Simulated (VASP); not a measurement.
Band structure of SiO2 (space group I-42d). Method: r2SCAN meta-GGA, VASP's PBE PAW potentials (set 64) (plane waves; VASP).

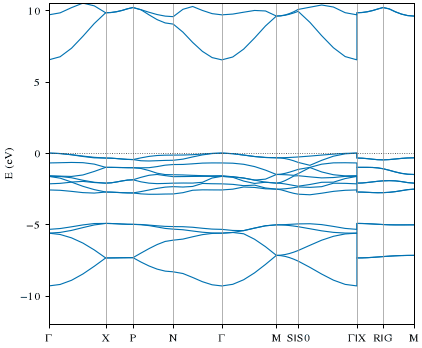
*Bands along high-symmetry lines, zero at the valence-band maximum or, without a gap, the Fermi level*

Question: Read the plot: is there a gap, and where are the band edges?

Answer: The gap is direct, 6.54 eV, from the valence maximum at Γ to the conduction minimum at Γ.

The structure comes from a computed database's SiO2 entry (I-42d); how it stands against other phases isn't given here. It was relaxed first.
